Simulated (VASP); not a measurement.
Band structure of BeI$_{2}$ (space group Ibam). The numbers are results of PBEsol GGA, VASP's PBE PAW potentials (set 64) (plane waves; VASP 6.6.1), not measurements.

The path is coarsely sampled, so an indirect gap can come out somewhat too large. Unless said otherwise, spin-orbit coupling is left out, though it shifts the bands of the heavy elements here.

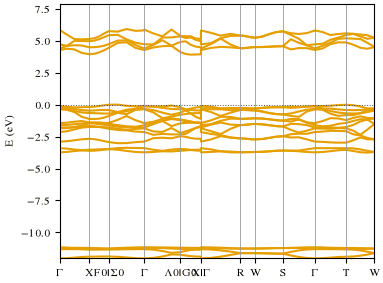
Figure: Bands along high-symmetry lines, zero at the valence-band maximum or, without a gap, the Fermi level

Read the plot: is there a gap, and where are the band edges?

The gap is indirect, 3.91 eV, from the valence maximum at Σ0-Γ at 0.25 to the conduction minimum at G0-X at 0.50.

The structure comes from a computed database's BeI2 entry (Ibam), a phase known from measurement. The cell was not relaxed at this level. The k-mesh is coarse (spacing up to 0.47 per Å, 2π included), so the numbers may not be converged in it.
